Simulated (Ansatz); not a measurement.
**Tc of Na (Im-3m) from its phonons**

Wanted: λ, ω_log and Tc of Na (Im-3m). The cell shown first is a relaxed one, from steps not shown here.

Program: Ansatz 0.2.0. Level of theory: DFT PBE, scalar-relativistic, plane waves, PseudoDojo norm-conserving pseudopotentials, in the first sound run; inputs show where later runs differ. Results are calculated unless marked as measured.

### Step 1. The cell after earlier relaxation steps

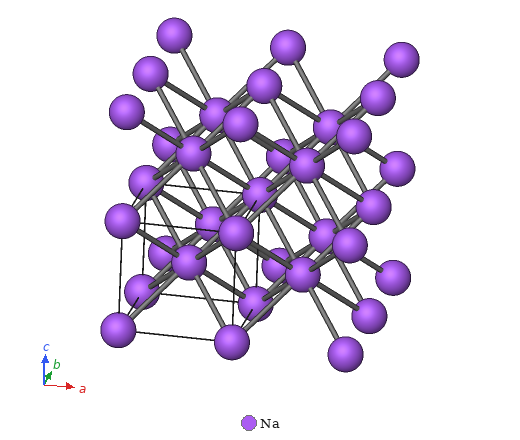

The cell as given, slightly off an axis (sodium purple). 2×2×2 cells are drawn. This picture shows the conventional cell, with its axes. Some periodic images of atoms are drawn too.

### Step 2. Coupling and resistivity: PseudoDojo files

The run that gives the couplings also evaluates McMillan's and Allen and Dynes's formulas and, where asked, the Eliashberg equations, over a range of μ*.

input.yaml reads:

```yaml
crystal:
  lattice:
    - [-2.1007022276, 2.1007022276, 2.1007022276]
    - [2.1007022276, -2.1007022276, 2.1007022276]
    - [2.1007022276, 2.1007022276, -2.1007022276]
  atoms:
    - { symbol: Na, position: [0.0, 0.0, 0.0] }
kpoints:
  mp_grid: { grid: [8, 8, 8] }
hamiltonian:
  xc: pbe
  pseudopotentials: { kind: nc, accuracy: standard }
scf:
  occupations: { method: methfessel_paxton, width: 0.2 }
output:
  eigenvalues: true
phonons:
  method: dfpt
  qmesh: [2, 2, 2]
  temperatures: { t_max: 1000, t_step: 50 }
  qpath:
    path:
      - [[0.0, 0.0, 0.0], [0.5, -0.5, 0.5], [0.0, 0.0, 0.5], [0.0, 0.0, 0.0], [0.25, 0.25, 0.25], [0.5, -0.5, 0.5]]
      - [[0.25, 0.25, 0.25], [0.0, 0.0, 0.5]]
    npoints: 10
  electrical_resistivity:
    mesh: [12, 12, 12]
    temperatures: [20.0, 50.0, 80.0, 100.0, 150.0, 200.0, 273.0, 300.0, 400.0, 500.0, 600.0, 800.0]
  superconductivity: { mesh: [12, 12, 12], eliashberg_equations: false }
```

On the command line:

```bash
$ ansatz run input.yaml --threads 4 --pin off --max-ram 10240MiB --backend cpu --events-out ev --progress --plain --runs-dir out
```

Numbers of over 12 decimals in the logs are rounded to 6 here.

Output:

```text
Engine: ansatz 0.2.0, x86_64-unknown-linux-gnu
Pseudopotentials: kind: nc
Pseudopotential: Na, nc, valence charge 9, recommended cutoff 1197.300995 eV (normal), Na.nc.azcp (PseudoDojo's, or run here from an input of PseudoDojo's; its table is named by hamiltonian.pseudopotentials.accuracy)
Functional definition: PBE
  parameter kappa = 0.804
  parameter beta = 0.066725
  exchange = pbe_x(kappa = kappa, mu = beta*pi^2/3)
  correlation = pbe_c(beta = beta)
Crystal: 1 atoms, lattice volume = 37.081 Å³
Basis set: ecut = 1197.300995 eV, 3511 PW (Γ), exchange–correlation on 90×90×90 points (8 copies of the dense FFT grid, shifted against one another)
Bands: 9, of which v1, the nominal top of the filled ones, is band 5 counted from 1 (4 counted from 0)
Symmetry: 48 space group operations
k-points: 29 of 512
Non-local potential: Na, projectors of the file, l = 0: 2, l = 1: 2
Initial density: superposition of atomic densities (chi_scale 0.1, normalization cell)
Initial wavefunctions: pseudopotential atomic-orbital guess
Functional: x = pbe(κ = 0.804, μ = 0.219515), c = pbe(β = 0.066725)
SCF iter   1: F=—  HF=-1243.935929 eV  |F-HF|=—  |Δ(HF+E_count)|=         —  Δρ=4.42e-3  dr2=1.19e-2  ethr=3.10e-3  ⟨swp⟩=5.2  Hψ=1743  notcnv=0
preconditioner: auto → none  [insulator: Δε(μ)=0.254 eV  Ē_g=7.889 eV  σ=0.200 eV  W_gap=0.86  n_scr=12 (ndim 8)  ℏωp=6.1 eV  f_vac=0.000  D(μ)=0.84/eV (n_scr^D=0)  ε∞_Penn≈1.6]
SCF iter   2: F=—  HF=-1243.933628 eV  |F-HF|=—  |Δ(HF+E_count)|=   2.30e-3  S|Δr|=    0.00e0  Δρ=1.96e-3  dr2=2.18e-3  ethr=1.32e-4  ⟨swp⟩=1.1  Hψ=507  notcnv=0
SCF iter   3: F=—  HF=-1243.933567 eV  |F-HF|=—  |Δ(HF+E_count)|=   6.16e-5  S|Δr|=    0.00e0  Δρ=3.17e-4  dr2=4.77e-5  ethr=2.43e-5  ⟨swp⟩=1.0  Hψ=251  notcnv=0
SCF iter   4: F=—  HF=-1243.933579 eV  |F-HF|=—  |Δ(HF+E_count)|=   1.25e-5  S|Δr|=    0.00e0  Δρ=4.17e-5  dr2=1.94e-7  ethr=5.31e-7  ⟨swp⟩=1.9  Hψ=320  notcnv=0
SCF iter   5: F=—  HF=-1243.933614 eV  |F-HF|=—  |Δ(HF+E_count)|=   3.51e-5  S|Δr|=    0.00e0  Δρ=7.46e-6  dr2=5.20e-9  ethr=2.15e-9  ⟨swp⟩=2.6  Hψ=377  notcnv=0
SCF iter   6: F=—  HF=-1243.933614 eV  |F-HF|=—  |Δ(HF+E_count)|=   1.99e-9  S|Δr|=    0.00e0  Δρ=3.74e-7  dr2=1.39e-11  ethr=5.78e-11  ⟨swp⟩=2.0  Hψ=367  notcnv=0
SCF iter   7: F=-1243.933614 eV  HF=-1243.933614 eV  |F-HF|=4.55e-13  |Δ(HF+E_count)|=  2.11e-11  S|Δr|=    0.00e0  Δρ=1.65e-8  dr2=1.54e-14  ethr=1.00e-12  ⟨swp⟩=6.4  Hψ=982  notcnv=0
SCF 1 converged in 7 iterations: F = -1243.933614 eV  dr2 = 1.54e-14
NSCF: frozen V_eff on 29 k-points
NSCF: frozen V_eff on 59 k-points
DFPT response loops at q = (0, 0, 0) (fractional): preconditioner auto → Kerker (q_TF=auto, 2.155 Å⁻¹) (partly filled bands, converged f_vac=0.000); β = 1.00, the filter's whole step (`scf.mixing.beta` (0.50) is not read by the response loops under this deck's `scf.mixing.preconditioner`; to damp them name `kerker` or `kerker_dos`, under which they read `scf.mixing.beta`, and type it under 1.00, their step now; both keys bind the ground state too); Broyden in place of MSR1
NSCF: frozen V_eff on 300 k-points
DFPT response loops at q = (0, 0, -0.5) (fractional): mixed as the last ones told, above
NSCF: frozen V_eff on 118 k-points
DFPT response loops at q = (-0.5, -0.5, -0.5) (fractional): mixed as the last ones told, above
SCF iter   1: F=—  HF=-1243.935929 eV  |F-HF|=—  |Δ(HF+E_count)|=         —  Δρ=4.42e-3  dr2=1.19e-2  ethr=3.10e-3  ⟨swp⟩=5.2  Hψ=1743  notcnv=0
SCF iter   2: F=—  HF=-1243.933628 eV  |F-HF|=—  |Δ(HF+E_count)|=   2.30e-3  S|Δr|=    0.00e0  Δρ=1.96e-3  dr2=2.18e-3  ethr=1.32e-4  ⟨swp⟩=1.1  Hψ=507  notcnv=0
SCF iter   3: F=—  HF=-1243.933567 eV  |F-HF|=—  |Δ(HF+E_count)|=   6.16e-5  S|Δr|=    0.00e0  Δρ=3.17e-4  dr2=4.77e-5  ethr=2.43e-5  ⟨swp⟩=1.0  Hψ=251  notcnv=0
SCF iter   4: F=—  HF=-1243.933579 eV  |F-HF|=—  |Δ(HF+E_count)|=   1.25e-5  S|Δr|=    0.00e0  Δρ=4.17e-5  dr2=1.94e-7  ethr=5.31e-7  ⟨swp⟩=1.9  Hψ=320  notcnv=0
SCF iter   5: F=—  HF=-1243.933614 eV  |F-HF|=—  |Δ(HF+E_count)|=   3.51e-5  S|Δr|=    0.00e0  Δρ=7.46e-6  dr2=5.20e-9  ethr=2.15e-9  ⟨swp⟩=2.6  Hψ=377  notcnv=0
SCF iter   6: F=—  HF=-1243.933614 eV  |F-HF|=—  |Δ(HF+E_count)|=   1.99e-9  S|Δr|=    0.00e0  Δρ=3.74e-7  dr2=1.39e-11  ethr=5.78e-11  ⟨swp⟩=2.0  Hψ=367  notcnv=0
SCF iter   7: F=-1243.933614 eV  HF=-1243.933614 eV  |F-HF|=6.82e-13  |Δ(HF+E_count)|=  3.64e-12  S|Δr|=    0.00e0  Δρ=1.69e-8  dr2=1.60e-14  ethr=1.00e-12  ⟨swp⟩=2.4  Hψ=521  notcnv=0
SCF 2 converged in 7 iterations: F = -1243.933614 eV  dr2 = 1.60e-14
NSCF: frozen V_eff on 72 k-points
SCF converged after 7 iterations
Stability not checked: this state was not tested for a lower state beside it, because cold or Methfessel-Paxton smearing, or corrected tetrahedra, fill the levels in a way that the test cannot read (fill_not_monotonic; see scf.lower_state_search)
Free energy (F): -1243.933614 eV
Harris-Foulkes:  -1243.933614 eV  (|F-HF|=4.55e-13)
Internal energy: -1243.931699 eV  (E = F + TS)
E sigma→0 (E₀):  -1243.933135 eV
Entropy (-TS):   -0.001915 eV (-1.915 meV/atom)
Fermi energy:    1.752226 eV
--- Per-component energies (eV) ---
  E_band       = -241.759045
  E_kinetic    = 756.458193
  E_local      = -1458.379663  (includes V_loc(G=0)·N_el)
  E_nonlocal   = -402.785043
  E_hartree    = 552.551191
  E_xc         = -186.624179
  E_vxc        = -242.154912  (∫ρ·V_xc dr)
  E_ewald      = -505.152198
  E_smearing   = -0.001915  (= −TS)
  E_closure    = 0.000000  (closes the sum)
  Σ components = -1243.933614   (vs F -1243.933614, Δ=0.00e0)
--- Band table (eV; the first three rows and the last of 29) ---
  k-point 0: bands = ["-51.3248", "-23.2378", "-23.2378", "-23.2378", "-1.5958", "13.4570", "13.4570", "13.4570", "14.4400"]
  k-point 1: bands = ["-51.3245", "-23.2431", "-23.2396", "-23.2378", "-1.3213", "10.8306", "12.2198", "12.6239", "13.0586"]
  k-point 2: bands = ["-51.3238", "-23.2557", "-23.2438", "-23.2378", "-0.5064", "7.7018", "10.9515", "11.6476", "11.8801"]
  k-point 28: bands = ["-51.3212", "-23.2636", "-23.2636", "-23.2636", "6.2108", "6.2108", "6.5747", "6.5747", "6.5747"]
--- Phonons (Γ-DFPT): 1 representative perturbation + reference (Σ response iterations 4) ---
  ASR residual: 1.468e-2 → 0.000e0 eV/Å²; symmetrization residual: 3.469e-18 eV/Å²
  ASR residual per site (eV/Å²): 1.47e-2
  Γ frequencies (cm⁻¹): 0.00 0.00 0.00
--- Phonons (arbitrary-q DFPT): 3 irreducible q on the 2×2×2 mesh ---
  q = [0.0000, 0.0000, 0.0000] (star 1, of the zone-centre solve; hermiticity 2.49e-26, symmetrization 9.46e-16): -0.00 -0.00 -0.00
[...]
500.00      7.0139e0              no      7.0139e0      7.0139e0      7.0139e0        7.0422e0          1.2171e1
    600.00      8.4392e0              no      8.4392e0      8.4392e0      8.4392e0        8.4738e0          1.4635e1
    800.00      1.1298e1              no      1.1298e1      1.1298e1      1.1298e1        1.1346e1          1.9566e1
  mean free path at 20 K (of a tensor a third of its trace): 6324 nm by what each carries, 6131 by the Fermi surface alone
  Hall coefficient in a weak field at 20 K (a third of the trace): -2.316e-10 m³/C (as a tensor it moves by 4.8 % between the two finest meshes); by each state's relaxation time: -2.590e-10 m³/C; by a constant relaxation time: -2.308e-10 m³/C
  mean free path at 50 K (of a tensor a third of its trace): 408 nm by what each carries, 395 by the Fermi surface alone
  Hall coefficient in a weak field at 50 K (a third of the trace): -2.352e-10 m³/C (as a tensor it moves by 2.9 % between the two finest meshes); by each state's relaxation time: -2.470e-10 m³/C; by a constant relaxation time: -2.312e-10 m³/C
  mean free path at 80 K (of a tensor a third of its trace): 169 nm by what each carries, 166 by the Fermi surface alone
  Hall coefficient in a weak field at 80 K (a third of the trace): -2.328e-10 m³/C (as a tensor it moves by 2.3 % between the two finest meshes); by each state's relaxation time: -2.369e-10 m³/C; by a constant relaxation time: -2.312e-10 m³/C
  mean free path at 100 K (of a tensor a third of its trace): 122 nm by what each carries, 120 by the Fermi surface alone
  Hall coefficient in a weak field at 100 K (a third of the trace): -2.317e-10 m³/C (as a tensor it moves by 2.1 % between the two finest meshes); by each state's relaxation time: -2.341e-10 m³/C; by a constant relaxation time: -2.311e-10 m³/C
  mean free path at 150 K (of a tensor a third of its trace): 72.9 nm by what each carries, 72.2 by the Fermi surface alone
  Hall coefficient in a weak field at 150 K (a third of the trace): -2.304e-10 m³/C (as a tensor it moves by 1.8 % between the two finest meshes); by each state's relaxation time: -2.318e-10 m³/C; by a constant relaxation time: -2.311e-10 m³/C
  mean free path at 200 K (of a tensor a third of its trace): 52.7 nm by what each carries, 52.3 by the Fermi surface alone
  Hall coefficient in a weak field at 200 K (a third of the trace): -2.300e-10 m³/C (as a tensor it moves by 1.8 % between the two finest meshes); by each state's relaxation time: -2.313e-10 m³/C; by a constant relaxation time: -2.311e-10 m³/C
  mean free path at 273 K (of a tensor a third of its trace): 37.8 nm by what each carries, 37.5 by the Fermi surface alone
  Hall coefficient in a weak field at 273 K (a third of the trace): -2.299e-10 m³/C (as a tensor it moves by 1.7 % between the two finest meshes); by each state's relaxation time: -2.311e-10 m³/C; by a constant relaxation time: -2.311e-10 m³/C
  mean free path at 300 K (of a tensor a third of its trace): 34.3 nm by what each carries, 34.0 by the Fermi surface alone
  Hall coefficient in a weak field at 300 K (a third of the trace): -2.299e-10 m³/C (as a tensor it moves by 1.8 % between the two finest meshes); by each state's relaxation time: -2.311e-10 m³/C; by a constant relaxation time: -2.311e-10 m³/C
  mean free path at 400 K (of a tensor a third of its trace): 25.5 nm by what each carries, 25.3 by the Fermi surface alone
  Hall coefficient in a weak field at 400 K (a third of the trace): -2.298e-10 m³/C (as a tensor it moves by 1.8 % between the two finest meshes); by each state's relaxation time: -2.311e-10 m³/C; by a constant relaxation time: -2.311e-10 m³/C
  mean free path at 500 K (of a tensor a third of its trace): 20.3 nm by what each carries, 20.1 by the Fermi surface alone
  Hall coefficient in a weak field at 500 K (a third of the trace): -2.298e-10 m³/C (as a tensor it moves by 1.8 % between the two finest meshes); by each state's relaxation time: -2.311e-10 m³/C; by a constant relaxation time: -2.311e-10 m³/C
  mean free path at 600 K (of a tensor a third of its trace): 16.9 nm by what each carries, 16.7 by the Fermi surface alone
  Hall coefficient in a weak field at 600 K (a third of the trace): -2.298e-10 m³/C (as a tensor it moves by 1.8 % between the two finest meshes); by each state's relaxation time: -2.311e-10 m³/C; by a constant relaxation time: -2.311e-10 m³/C
  mean free path at 800 K (of a tensor a third of its trace): 12.6 nm by what each carries, 12.5 by the Fermi surface alone
  Hall coefficient in a weak field at 800 K (a third of the trace): -2.298e-10 m³/C (as a tensor it moves by 1.8 % between the two finest meshes); by each state's relaxation time: -2.311e-10 m³/C; by a constant relaxation time: -2.311e-10 m³/C
  the resistivity times a path that all electrons share, by the Fermi surface of the deck's mesh alone (a third of the trace): 1.413e-15 Ω·m²
  not converged in the mesh (λ; λ_tr; the resistivity at 20 K by 2.46 %; the resistivity at 50 K by 12.46 %; the resistivity at 80 K by 13.07 %; the resistivity at 100 K by 13.16 %; the resistivity at 150 K by 13.10 %; the resistivity at 200 K by 12.98 %; the resistivity at 273 K by 12.92 %; the resistivity at 300 K by 12.94 %; the resistivity at 400 K by 13.07 %; the resistivity at 500 K by 13.21 %; the resistivity  [...]
  vibrations of 8 cells: unjudged by the run; compare a larger repeat
  the changes of the potential over all sites missed a rigid shift's by 0.00 % (the site terms' by 0.00 %)
  between the force constants' wavevectors the phonons are obtained by Fourier interpolation alone: along a vector of fewer than three repeats the shortest translation of the supercell is 7.277 Å, and under 9.096 Å the phonon self-energy is left out by default: enlarge phonons.supercell (under dfpt, phonons.qmesh)
--- Superconductivity: potentials and phonons of a 2×2×2 supercell ---
  pairing by harmonic phonons, in the closed forms alone; spin fluctuations are left out, and so is spin–orbit coupling
           mesh         λ    ħω_log (meV)  μ* declared at (meV)
       12×12×12    0.2188          10.475               11.817
          6×6×6    0.2221          11.097               12.074
          3×3×3    0.2255          12.130               12.973
  λ by the species' shares of the modes' patterns: Na 0.2188
  transition temperature on the deck's mesh (K), isotropic and anisotropic, restricted to the Fermi surface (FSR) and over the full bandwidth (FBW), and the last with the density of states resolved in a narrower window:
        μ*   McMillan   Allen–Dynes      iso. FSR      iso. FBW    aniso. FSR    aniso. FBW  narrow window
      0.08      0.005         0.005             -             -             -             -              -
      0.10      0.001         0.001             -             -             -             -              -
      0.12      0.000         0.000             -             -             -             -              -
      0.13      0.000         0.000             -             -             -             -              -
      0.14      0.000         0.000             -             -             -             -              -
      0.16      0.000         0.000             -             -             -             -              -
      0.20          -             -             -             -             -             -              -
  not judged without the Eliashberg equations: between neighbouring meshes, the two finest first, λ moves by 1.47 % and 1.55 %
  vibrations of 8 cells: unjudged by the run; compare a larger repeat
  the changes of the potential over all sites missed a rigid shift's by 0.00 % (the site terms' by 0.00 %)
  between the force constants' wavevectors the phonons are obtained by Fourier interpolation alone: along a vector of fewer than three repeats the shortest translation of the supercell is 7.277 Å, and under 9.096 Å the phonon self-energy is left out by default: enlarge phonons.supercell (under dfpt, phonons.qmesh)
```

The job ended after 18 s (4 threads of Intel Xeon Platinum 8488C (Sapphire Rapids), shared host; peak memory 1.4 GiB).

The column dr2 measures how far the density is from self-consistency, as an energy; F and HF (Harris–Foulkes) agree once it is small.

Numbers from this step:

| Property | Result |
| --- | --- |
| volume per atom | 37.08 Å³ |
| metallic on mesh | yes |
| gap on the k-mesh | 0 eV |
| zero point energy | 0.01560 eV/cell |
| share of imaginary modes in the plain interpolation between solved wavevectors | 0 |
| highest frequency, solved or plainly interpolated | 125.6 cm⁻¹ |
| Debye temperature (second moment) | 165 K |
| resistivity at 300 K | 4.155 μΩ cm |
| coupling constant λ | 0.2188 |
| density of states at the Fermi level | 0.2401 states/eV a spin and cell |
| log mean phonon energy ħω_log | 10.48 meV |
| transport coupling constant λ_tr | 0.1257, 0.1257, 0.1257 (xx, yy, zz) |
| Drude plasma energy | 5.972, 5.972, 5.972 eV (xx, yy, zz) |
| resistivity times mean free path | 14.13, 14.13, 14.13 × 10⁻¹⁶ Ω m² (xx, yy, zz) |
| second-moment phonon energy ħω₂ | 11.82 meV |
| coupling λ by branch | 0.0434, 0.0243, 0.151 (branches by rank of frequency) |

An empty cell: under 1 mK by a formula, or no transition down to the floor of the Eliashberg search. Transition temperatures:

| μ* | McMillan Tc (K) | Allen–Dynes Tc (K) |
| --- | --- | --- |
| 0.08 | 0.00506 | 0.00509 |
| 0.1 | - | - |
| 0.12 | - | - |
| 0.13 | - | - |
| 0.14 | - | - |
| 0.16 | - | - |
| 0.2 | - | - |

(Part 1 of 2 ends here.)

[Logs are printed without paths, hosts, clocks, repeated set-up lines and the standing remarks that a program may print on its own settings, such as how far it seeks lower states.]

[Hosts, paths, dates, database ids (printed as entryN), source tags and the programs' standing remarks are cut or masked in the printed files.]
